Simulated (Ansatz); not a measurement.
# TiCdSe3 (model cell, started as cubic perovskite with Ti in the octahedra): a soft mode frozen in

Wanted: the energy along a soft mode of TiCdSe3 (model cell, started as cubic perovskite with Ti in the octahedra) and the structure at the end.

Program: Ansatz 0.2.0. Level of theory: DFT PBE, scalar-relativistic, plane waves, PAW. Results are calculated unless marked as measured.

The structure was built from a prototype and need not be the compound's stable phase.

**1. The structure**

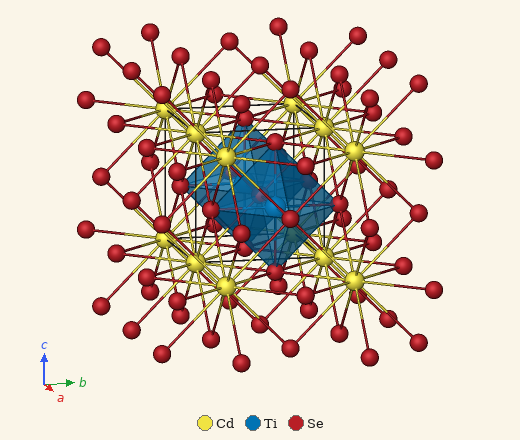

Start, viewed slightly off an axis; cadmium yellow, titanium blue, selenium red. 2×1×1 cells are drawn. Some periodic images of atoms are drawn too.

**2. The dispersion**

The cell comes from relaxations at this level that are not shown. Stability and thermal properties need the whole zone. Linear response on a 2×2×2 q mesh gives force constants as far as a supercell of that size would.

input.yaml reads:

```yaml
crystal:
  lattice:
    - [4.9773704866, 0.0, 0.0]
    - [0.0, 4.9773704866, 0.0]
    - [0.0, 0.0, 4.9773704866]
  atoms:
    - { symbol: Cd, position: [0.0, 0.0, 0.0] }
    - { symbol: Ti, position: [0.5, 0.5, 0.5] }
    - { symbol: Se, position: [0.5, 0.5, 0.0] }
    - { symbol: Se, position: [0.5, 0.0, 0.5] }
    - { symbol: Se, position: [0.0, 0.5, 0.5] }
kpoints:
  mp_grid: { grid: [8, 8, 8] }
hamiltonian:
  xc: pbe
scf:
  occupations: { method: methfessel_paxton, width: 0.2 }
output:
  eigenvalues: true
phonons:
  method: dfpt
  qmesh: [2, 2, 2]
  temperatures: { t_max: 1000, t_step: 50 }
  qpath:
    path:
      - [[0.0, 0.0, 0.0], [0.0, 0.5, 0.0], [0.5, 0.5, 0.0], [0.0, 0.0, 0.0], [0.5, 0.5, 0.5], [0.0, 0.5, 0.0]]
      - [[0.5, 0.5, 0.5], [0.5, 0.5, 0.0]]
    npoints: 10
```

The run is started by

```bash
> ansatz run input.yaml --threads 8 --pin off --max-ram 14336MiB --backend cpu --events-out ev --progress --plain --runs-dir out
```

Numbers of over 12 decimals in the logs are rounded to 6 here.

Log:

```text
Engine: ansatz 0.2.0, aarch64-unknown-linux-gnu
Pseudopotentials: kind: paw
Pseudopotential: Cd, paw, valence charge 20, recommended cutoff 420 eV (normal), Cd.paw.azcp
Pseudopotential: Ti, paw, valence charge 12, recommended cutoff 420 eV (normal), Ti.paw.azcp
Pseudopotential: Se, paw, valence charge 16, recommended cutoff 420 eV (normal), Se.paw.azcp
Functional definition: PBE
  parameter kappa = 0.804
  parameter beta = 0.066725
  exchange = pbe_x(kappa = kappa, mu = beta*pi^2/3)
  correlation = pbe_c(beta = beta)
Crystal: 5 atoms, lattice volume = 123.310 Å³
Basis set: ecut = 420 eV, 2469 PW (Γ), exchange–correlation on 72×72×72 points (8 copies of the dense FFT grid, shifted against one another)
Bands: 48, of which v1, the nominal top of the filled ones, is band 40 counted from 1 (39 counted from 0)
Symmetry: 48 space group operations
k-points: 35 of 512
Non-local potential: Cd, projectors of the file, l = 0: 3, l = 1: 2, l = 2: 2, l = 3: 1
Non-local potential: Ti, projectors of the file, l = 0: 3, l = 1: 2, l = 2: 3, l = 3: 1
Non-local potential: Se, projectors of the file, l = 0: 2, l = 1: 2, l = 2: 3, l = 3: 1
PAW form: soft (Blöchl's): semilocal exchange-correlation on the pseudo side does not see the compensation charge
PAW one-centre angular grid: Cd, 590 points (default); XC on 64 Gauss nodes
PAW one-centre angular grid: Ti, 590 points (default); XC on 64 Gauss nodes
PAW one-centre angular grid: Se, 590 points (default); XC on 64 Gauss nodes
Initial density: superposition of atomic densities (neutral atoms: chi_scale 0, normalization atom), corrected by the library's trained network
Initial wavefunctions: pseudopotential atomic-orbital guess
Functional: x = pbe(κ = 0.804, μ = 0.219515), c = pbe(β = 0.066725)
SCF iter   1: F=—  HF=-27163.225981 eV  |F-HF|=—  |Δ(HF+E_count)|=         —  Δρ=1.46e-3  dr2=1.48e-3  ethr=1.77e-3  ⟨swp⟩=5.9  Hψ=5628  notcnv=0
preconditioner: auto → LDOS  [metal: Δε(μ)=0.052 eV  Ē_g=8.365 eV  σ=0.200 eV  W_gap=0.22  n_scr=32 (ndim 8)  ℏωp=19.5 eV  f_vac=0.024  D(μ)=3.05/eV (n_scr^D=18)  β→1.0]
SCF iter   2: F=—  HF=-27163.228352 eV  |F-HF|=—  |Δ(HF+E_count)|=   2.37e-3  S|Δr|=    0.00e0  Δρ=8.13e-4  dr2=5.64e-4  ethr=1.85e-6  ⟨swp⟩=2.2  Hψ=3386  notcnv=0
SCF iter   3: F=—  HF=-27163.228223 eV  |F-HF|=—  |Δ(HF+E_count)|=   1.29e-4  S|Δr|=    0.00e0  Δρ=3.12e-4  dr2=1.12e-4  ethr=7.05e-7  ⟨swp⟩=2.0  Hψ=3000  notcnv=0
SCF iter   4: F=—  HF=-27163.228199 eV  |F-HF|=—  |Δ(HF+E_count)|=   2.34e-5  S|Δr|=    0.00e0  Δρ=5.21e-5  dr2=3.79e-6  ethr=1.40e-7  ⟨swp⟩=2.0  Hψ=2859  notcnv=0
SCF iter   5: F=—  HF=-27163.228188 eV  |F-HF|=—  |Δ(HF+E_count)|=   1.13e-5  S|Δr|=    0.00e0  Δρ=1.80e-5  dr2=5.83e-7  ethr=4.74e-9  ⟨swp⟩=2.0  Hψ=2128  notcnv=0
SCF iter   6: F=—  HF=-27163.228188 eV  |F-HF|=—  |Δ(HF+E_count)|=   2.43e-7  S|Δr|=    0.00e0  Δρ=1.53e-5  dr2=4.66e-7  ethr=7.28e-10  ⟨swp⟩=2.9  Hψ=2946  notcnv=0
SCF iter   7: F=—  HF=-27163.228188 eV  |F-HF|=—  |Δ(HF+E_count)|=   4.88e-8  S|Δr|=    0.00e0  Δρ=3.44e-6  dr2=3.13e-8  ethr=5.82e-10  ⟨swp⟩=1.6  Hψ=1720  notcnv=0
SCF iter   8: F=—  HF=-27163.228188 eV  |F-HF|=—  |Δ(HF+E_count)|=  3.20e-10  S|Δr|=    0.00e0  Δρ=5.62e-7  dr2=6.60e-10  ethr=3.91e-11  ⟨swp⟩=1.9  Hψ=1748  notcnv=0
SCF iter   9: F=—  HF=-27163.228188 eV  |F-HF|=—  |Δ(HF+E_count)|=  1.46e-10  S|Δr|=    0.00e0  Δρ=2.23e-7  dr2=8.95e-11  ethr=1.00e-12  ⟨swp⟩=2.0  Hψ=2843  notcnv=0
SCF iter  10: F=-27163.228188 eV  HF=-27163.228188 eV  |F-HF|=0.00e0  |Δ(HF+E_count)|=  1.24e-10  S|Δr|=    0.00e0  Δρ=7.75e-8  dr2=8.05e-12  ethr=1.00e-12  ⟨swp⟩=7.3  Hψ=8774  notcnv=0
SCF 1 converged in 10 iterations: F = -27163.228188 eV  dr2 = 8.05e-12
  greatest PAW one-centre occupation: 1.000 electrons in one spin orbital (limit 2), on the Cd atom at site 0 (counted from 0), in its partial waves of l = 0
Initial density: read from a saved state, or passed on in memory by an earlier SCF of this step, an earlier step, the calling program or the single point that the run made first
iter 1 solved again at ethr=3.09e-7 eV; its pass at ethr=3.10e-3 eV (dr2=2.48e-4 eV) is discarded
SCF iter   1: F=—  HF=-27163.228199 eV  |F-HF|=—  |Δ(HF+E_count)|=         —  Δρ=7.34e-7  dr2=6.22e-10  ethr=3.09e-7  ⟨swp⟩=3.0  Hψ=9100  notcnv=0
eigensolver tolerance schedule: the retry pair's looser diagonalisation over-reported the residual by 398179.94 of it (diagonalisation noise at an unbounded share of the residual, at the tolerance the schedule requests for it); recorded, not acted on — ethr = c·dr2/N_el stays at c = 1.0e-1
preconditioner: auto → LDOS  [metal: Δε(μ)=0.050 eV  Ē_g=8.376 eV  σ=0.200 eV  W_gap=0.21  n_scr=32 (ndim 8)  ℏωp=19.5 eV  f_vac=0.024  D(μ)=3.02/eV (n_scr^D=18)  β→1.0]
SCF iter   2: F=—  HF=-27163.228188 eV  |F-HF|=—  |Δ(HF+E_count)|=   1.05e-5  S|Δr|=    0.00e0  Δρ=1.06e-6  dr2=1.38e-9  ethr=1.00e-12  ⟨swp⟩=3.6  Hψ=4563  notcnv=0
SCF iter   3: F=—  HF=-27163.228188 eV  |F-HF|=—  |Δ(HF+E_count)|=  3.93e-10  S|Δr|=    0.00e0  Δρ=4.22e-7  dr2=2.18e-10  ethr=1.00e-12  ⟨swp⟩=2.2  Hψ=3018  notcnv=0
SCF iter   4: F=—  HF=-27163.228188 eV  |F-HF|=—  |Δ(HF+E_count)|=  2.18e-11  S|Δr|=    0.00e0  Δρ=3.29e-7  dr2=1.33e-10  ethr=1.00e-12  ⟨swp⟩=1.0  Hψ=1680  notcnv=0
SCF iter   5: F=—  HF=-27163.228188 eV  |F-HF|=—  |Δ(HF+E_count)|=  2.18e-11  S|Δr|=    0.00e0  Δρ=1.88e-7  dr2=4.44e-11  ethr=1.00e-12  ⟨swp⟩=1.0  Hψ=1680  notcnv=0
SCF iter   6: F=-27163.228188 eV  HF=-27163.228188 eV  |F-HF|=1.46e-11  |Δ(HF+E_count)|=  7.28e-12  S|Δr|=    0.00e0  Δρ=7.93e-8  dr2=8.56e-12  ethr=1.00e-12  ⟨swp⟩=1.6  Hψ=3526  notcnv=0
SCF 2 converged in 6 iterations: F = -27163.228188 eV  dr2 = 8.56e-12
phonons: the bands overlap, so this run is a metal and interpolates without the dipole-dipole term. If the crystal is really an insulator or semiconductor, its LO-TO splitting is missing
NSCF: frozen V_eff on 35 k-points
NSCF: frozen V_eff on 125 k-points
DFPT response loops at q = (0, 0, 0) (fractional): preconditioner auto → Kerker (q_TF=auto, 2.538 Å⁻¹) (partly filled bands, converged f_vac=0.024); β = 1.00, the filter's whole step (`scf.mixing.beta` (0.50) is not read by the response loops under this deck's `scf.mixing.preconditioner`; to damp them name `kerker` or `kerker_dos`, under which they read `scf.mixing.beta`, and type it under 1.00, their step now; both keys bind the ground state too); Broyden in place of MSR1
NSCF: frozen V_eff on 250 k-points
DFPT response loops at q = (0, 0, -0.5) (fractional): mixed as the last ones told, above
NSCF: frozen V_eff on 250 k-points
DFPT response loops at q = (0, -0.5, -0.5) (fractional): mixed as the last ones told, above
NSCF: frozen V_eff on 250 k-points
DFPT response loops at q = (-0.5, -0.5, -0.5) (fractional): mixed as the last ones told, above
SCF converged after 10 iterations
Stability not checked: this state was not tested for a lower state beside it, because cold or Methfessel-Paxton smearing, or corrected tetrahedra, fill the levels in a way that the test cannot read (fill_not_monotonic; see scf.lower_state_search)
Free energy (F): -27163.228188 eV
Harris-Foulkes:  -27163.228188 eV  (|F-HF|=0.00e0)
Internal energy: -27163.230923 eV  (E = F + TS)
E sigma→0 (E₀):  -27163.228872 eV
Entropy (-TS):   0.002735 eV (0.547 meV/atom)
Fermi energy:    8.660689 eV
--- Per-component energies (eV) ---
  E_band       = -1828.943478
  E_kinetic    = 1131.475115
  E_local      = -11645.660900  (includes V_loc(G=0)·N_el)
  E_nonlocal   = -1746.856849
  E_hartree    = 5561.484962
  E_xc         = -585.205451
  E_vxc        = -635.831640  (∫ρ·V_xc dr)
  E_paw        = -10865.005430  (= ΣΔE_a)
  E_vpaw       = -55.037350  (= ΣTr[D̂ρ^β])
  E_aug_tail   = -0.001571  (compensation charges beyond the density's cutoff)
  E_ewald      = -9013.460799
  E_smearing   = 0.002735  (= −TS)
  E_closure    = 0.000000  (closes the sum)
  Σ components = -27163.228188   (vs F -27163.228188, Δ=0.00e0)
--- Band table (eV; the first three rows and the last of 35) ---
  k-point 0: bands = [... 36 lower, 7.6985, 7.6985, 8.3828, 8.3828, 8.3828, 8.7131, 8.7131, 8.7131, ... 4 higher]
  k-point 1: bands = [... 36 lower, 7.4199, 7.6302, 8.2146, 8.2146, 8.2505, 8.7163, 9.1810, 9.1810, ... 4 higher]
  k-point 2: bands = [... 36 lower, 6.8606, 7.4769, 8.2160, 8.2160, 8.7233, 8.7241, 9.7617, 9.7617, ... 4 higher]
  k-point 34: bands = [... 36 lower, 5.3079, 7.0575, 9.1754, 9.1754, 9.1754, 10.2322, 10.2322, 10.2322, ... 4 higher]
--- Phonons (Γ-DFPT): 4 representative perturbations + reference (Σ response iterations 12) ---
  ASR residual: 8.631e-5 → 0.000e0 eV/Å²; symmetrization residual: 8.470e-6 eV/Å²
  ASR residual per site (eV/Å²): 8.63e-5 6.36e-5 5.39e-5 5.39e-5 5.39e-5
  Γ frequencies (cm⁻¹): -125.83 -125.83 -125.83 -76.69 -76.69 -76.69 -44.49 -44.49 -44.49 0.00 0.00 0.00 201.11 201.11 201.11
--- Phonons (arbitrary-q DFPT): 4 irreducible q on the 2×2×2 mesh ---
  q = [0.0000, 0.0000, 0.0000] (star 1, of the zone-centre solve; hermiticity 2.09e-6, symmetrization 6.23e-12): -125.83 -125.83 -125.83 -76.69 -76.69 -76.69 -44.49 -44.49 -44.49 -0.00 -0.00 -0.00 201.11 201.11 201.11
  q = [0.0000, 0.0000, -0.5000] (star 3, 9 solved perturbations in 975 linear systems a pass and spin channel, the states on 125 of 512 k-point pairs; hermiticity 1.73e-6, symmetrization 2.32e-12): -99.71 -99.71 -75.24 -39.49 -39.49 -33.96 -33.96 -24.82 37.06 51.31 51.31 209.63 209.63 209.88 214.01
  q = [0.0000, -0.5000, -0.5000] (star 3, 9 solved perturbations in 975 linear systems a pass and spin channel, the states on 125 of 512 k-point pairs; hermiticity 1.00e-6, symmetrization 1.11e-12): -105.56 -55.86 -55.86 -51.81 -44.60 14.25 14.25 49.47 49.47 102.19 185.38 195.43 195.43 221.11 234.29
  q = [-0.5000, -0.5000, -0.5000] (star 1, 4 solved perturbations in 350 linear systems a pass and spin channel, the states on 125 of 512 k-point pairs; hermiticity 5.14e-7, symmetrization 5.80e-12): -107.10 -107.10 -107.10 -37.97 -37.97 -37.97 108.59 108.59 108.59 184.00 184.00 184.00 186.07 186.07 250.61
  sum rule: each row above includes the acoustic sum rule's correction from the zone centre's row sums; it moved no ω² by more than (0.60 cm⁻¹)²
  mesh force constants: q→R imaginary residual 4.20e-18; ASR residual 8.631e-5 → 0.000e0 eV/Å²; symmetrization residual 3.997e-15 eV/Å²
  interpolated dispersion: 62 rows × 15 modes
  density of states and harmonic sums: on the 14×14×14 q-mesh, interpolated from the force constants of a 2×2×2 supercell (no non-analytic term)
  largest difference from the sums on the solved wave vectors: F 4.59e-2 eV, S 7.37e-5 and C_V 1.67e-5 eV/K
  zero-point energy: 0.070251 eV/cell   skipped modes (ω ≤ 0): 846, of them read as no rigid motion or as one in doubt: 843 (6.951e0 modes/cell left out, lowest -125.83 cm⁻¹)   left out of the sums: 4.63e-1 of the cell's modes: C_V's classical limit lies that fraction below 3 k_B per atom; for a crystal, a wire or a layer, F and S can be off by more, and a phonons.interpolated_qmesh denser along its periods is the remedy for the sampling
```

The job ended after 3.5 min (8 threads of Arm Neoverse V2, shared host; peak memory 2.2 GiB; 26 min of CPU time).

This step gave:

```
volume per atom                                         : 24.66 Å³
gap on the k-mesh                                       : 0 eV
sum-rule residual before enforcement                    : 8.63e-5 eV/Å²
lowest frequency on the path                            : -125.8 cm⁻¹
point group                                             : m-3m
highest frequency on the path or at a solved wavevector : 250.6 cm⁻¹
highest optical mode at the zone centre (no LO-TO term) : 201.1 cm⁻¹
lowest optical zone-centre mode                         : -125.8 cm⁻¹
lowest mode on the q mesh (acoustic modes at Γ apart)   : -125.8 cm⁻¹
```

Frequencies (cm⁻¹) solved at each irreducible wavevector; negative means imaginary. Frequencies by wavevector, by row:

```
q in reciprocal lattice units  star  mode 1  mode 2  mode 3  mode 4  mode 13  mode 14  mode 15
                        0 0 0     1  -125.8  -125.8  -125.8   -76.7    201.1    201.1    201.1
                     0 0 -0.5     3   -99.7   -99.7   -75.2   -39.5    209.6    209.9      214
                  0 -0.5 -0.5     3  -105.6   -55.9   -55.9   -51.8    195.4    221.1    234.3
               -0.5 -0.5 -0.5     1  -107.1  -107.1  -107.1     -38    186.1    186.1    250.6
```

Interpolated from a 2×2×2 q mesh. Phonon branches along the path, in cm⁻¹:

```
    point  branch 1  branch 2  branch 3  branch 4  branch 12  branch 13  branch 14  branch 15
        Γ      -126      -126      -126       -77          0        201        201        201
        X      -100      -100       -75       -40        210        210        210        214
        M      -106       -56       -56       -52        195        195        221        234
        Γ      -126      -126      -126       -77          0        201        201        201
        R      -107      -107      -107       -38        184        186        186        251
        X      -100      -100       -75       -40        210        210        210        214
jump to R      -107      -107      -107       -38        184        186        186        251
        M      -106       -56       -56       -52        195        195        221        234
```

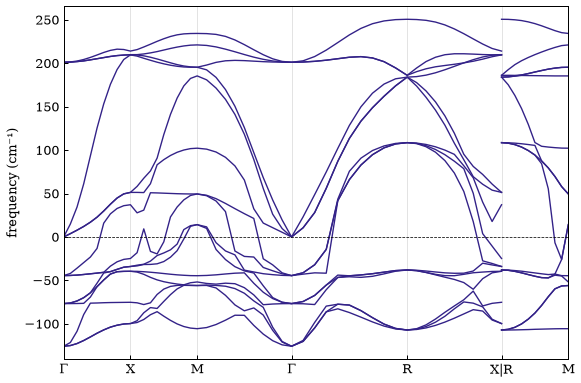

Phonon branches along the path.

Symmetry leaves 4 wavevectors to solve. The lowest mode among them, the acoustic zeros apart, lies at Γ and is imaginary, 125.8i cm⁻¹, so the energy falls along it.

**3. The mode frozen in, largest atomic shift 0 Å**

The mode followed lies at q = (-0.5, -0.5, -0.5) with frequency 107.1i cm⁻¹ and is 3-fold degenerate, one of the unstable modes though not the softest. At small amplitude the distorted cell has space group no. 74 by a symmetry search on the positions. The undistorted cell that holds it gives the zero of energy on the same k mesh.

System of this step: TiCdSe3 (model cell, started as cubic perovskite with Ti in the octahedra). The structure is cubic, space group Pm-3m (No. 221). The conventional cell has a = 4.977 Å, b = 4.977 Å, c = 4.977 Å, α = 90.00°, β = 90.00°, γ = 90.00°. Nearest to Cd lie 12 Se at 3.52 Å. Ti has 6 Se at 2.49 Å nearest. Nearest to Se lie 2 Ti at 2.49 Å. Farther neighbours and most contacts between anions are not listed.

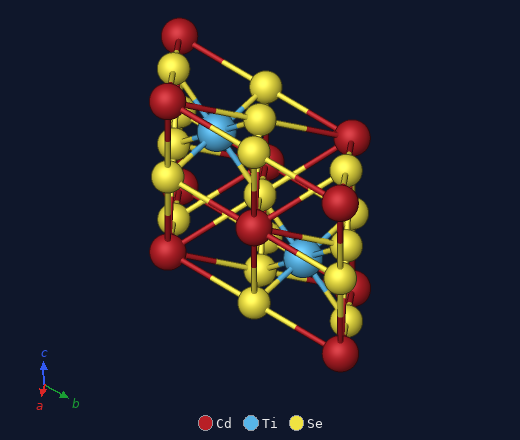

The cell of this step (cadmium red, titanium blue, selenium yellow). Some periodic images of atoms are drawn too.

input.yaml reads:

```yaml
crystal:
  lattice:
    - [4.9773704866, 4.9773704866, 0.0]
    - [4.9773704866, 0.0, 4.9773704866]
    - [4.9773704866, 0.0, -4.9773704866]
  atoms:
    - { symbol: Cd, position: [0.0, 0.5, 0.5] }
    - { symbol: Cd, position: [0.0, 0.0, 0.0] }
    - { symbol: Ti, position: [0.5, 0.25, 0.75] }
    - { symbol: Ti, position: [0.5, 0.75, 0.25] }
    - { symbol: Se, position: [0.5, 0.5, 0.5] }
    - { symbol: Se, position: [0.5, 0.0, 0.0] }
    - { symbol: Se, position: [0.0, 0.0, 0.5] }
    - { symbol: Se, position: [0.0, 0.5, 0.0] }
    - { symbol: Se, position: [0.5, 0.5, 0.0] }
    - { symbol: Se, position: [0.5, 0.0, 0.5] }
kpoints:
  mp_grid: { grid: [8, 8, 8] }
hamiltonian:
  xc: pbe
scf:
  occupations: { method: methfessel_paxton, width: 0.2 }
output:
  forces: true
  stress: true
  eigenvalues: true
```

Log:

```text
[...]
Crystal: 10 atoms, lattice volume = 246.621 Å³
Basis set: ecut = 420 eV, 4909 PW (Γ), exchange–correlation on 96×96×96 points (8 copies of the dense FFT grid, shifted against one another)
Bands: 96, of which v1, the nominal top of the filled ones, is band 80 counted from 1 (79 counted from 0)
Symmetry: 96 space group operations
[...]
k-points: 29 of 512
[...]
k-point 0: bands = [... 76 lower, 8.3865, 8.3865, 8.3865, 8.7054, 8.7054, 8.7054, 9.1815, 9.1815, ... 12 higher]
  k-point 1: bands = [... 76 lower, 8.1354, 8.2056, 8.2056, 8.9522, 8.9522, 9.0336, 9.0577, 9.0577, ... 12 higher]
  k-point 2: bands = [... 76 lower, 8.0130, 8.0130, 8.1687, 8.7429, 8.7429, 8.9068, 9.3038, 9.3038, ... 12 higher]
  k-point 28: bands = [... 76 lower, 7.2088, 7.2088, 8.2808, 8.2808, 9.2144, 9.2144, 9.8226, 9.8226, ... 12 higher]
[key lines of the parts left out:]
SCF converged after 7 iterations
Free energy (F): -54326.435345 eV
Fermi energy:    8.645976 eV
P = ⅓ Tr σ = 0.0595 GPa (0.595 kbar)
```

Wall time 4.2 s (8 threads); peak memory 1.5 GiB; 32 s of CPU time.

This step gave:

* pressure: 0.05954 GPa
* energy from the undistorted cell: 0 meV/atom

The run ends at a pressure of 0.06 GPa.

**4. The mode frozen in, largest atomic shift 0.6 Å**

The atoms are moved along the unstable eigenvector, the largest shift by 0.6 Å, with the cell fixed.

input.yaml reads:

```yaml
crystal:
  lattice:
    - [4.9773704866, 4.9773704866, 0.0]
    - [4.9773704866, 0.0, 4.9773704866]
    - [4.9773704866, 0.0, -4.9773704866]
  atoms:
    - { symbol: Cd, position: [0.0, 0.5, 0.5] }
    - { symbol: Cd, position: [0.0, 0.0, 0.0] }
    - { symbol: Ti, position: [0.5, 0.25, 0.75] }
    - { symbol: Ti, position: [0.5, 0.75, 0.25] }
    - { symbol: Se, position: [0.5852385953, 0.4147614047, 0.4147614047] }
    - { symbol: Se, position: [0.4147614047, 0.0852385953, 0.0852385953] }
    - { symbol: Se, position: [0.0, -0.0426192977, 0.5426192977] }
    - { symbol: Se, position: [0.0, 0.5426192977, -0.0426192977] }
    - { symbol: Se, position: [0.5, 0.5426192977, -0.0426192977] }
    - { symbol: Se, position: [0.5, -0.0426192977, 0.5426192977] }
kpoints:
  mp_grid: { grid: [8, 8, 8] }
hamiltonian:
  xc: pbe
scf:
  occupations: { method: methfessel_paxton, width: 0.2 }
output:
  forces: true
  stress: true
  eigenvalues: true
```

Log:

```text
[...]
Crystal: 10 atoms, lattice volume = 246.621 Å³
Basis set: ecut = 420 eV, 4909 PW (Γ), exchange–correlation on 96×96×96 points (8 copies of the dense FFT grid, shifted against one another)
Bands: 96, of which v1, the nominal top of the filled ones, is band 80 counted from 1 (79 counted from 0)
Symmetry: 8 space group operations
[...]
k-points: 95 of 512
[...]
k-point 0: bands = [... 76 lower, 8.5326, 8.5432, 8.5549, 8.5966, 8.6552, 8.8132, 9.2289, 9.3081, ... 12 higher]
  k-point 1: bands = [... 76 lower, 8.2322, 8.2886, 8.5714, 8.6422, 8.7978, 8.9956, 9.2780, 9.3634, ... 12 higher]
  k-point 2: bands = [... 76 lower, 8.0065, 8.0583, 8.5337, 8.5415, 8.7820, 9.0852, 9.3789, 9.5292, ... 12 higher]
  k-point 94: bands = [... 76 lower, 7.3895, 7.3895, 7.9088, 7.9088, 9.3372, 9.3372, 9.6971, 9.6971, ... 12 higher]
[key lines of the parts left out:]
SCF converged after 7 iterations
Free energy (F): -54328.268905 eV
Fermi energy:    8.677029 eV
P = ⅓ Tr σ = -2.3999 GPa (-23.999 kbar)
```

It took 13 s on 8 threads; peak memory 2.2 GiB.

Numbers from this step:

```yaml
pressure: -2.400 GPa
energy_from_the_undistorted_cell: -183.7 meV/atom
```

The energy, extrapolated to zero smearing, is -183.67 meV/atom against the undistorted cell.

The run ends at a pressure of -2.40 GPa, with forces up to 1.1 eV/Å.

[end of part 1 of 3]

[Logs are printed without paths, hosts, clocks, repeated set-up lines and the standing remarks that a program may print on its own settings, such as how far it seeks lower states.]

[Hosts, paths, dates, database ids (printed as entryN), source tags and the programs' standing remarks are cut or masked in the printed files.]
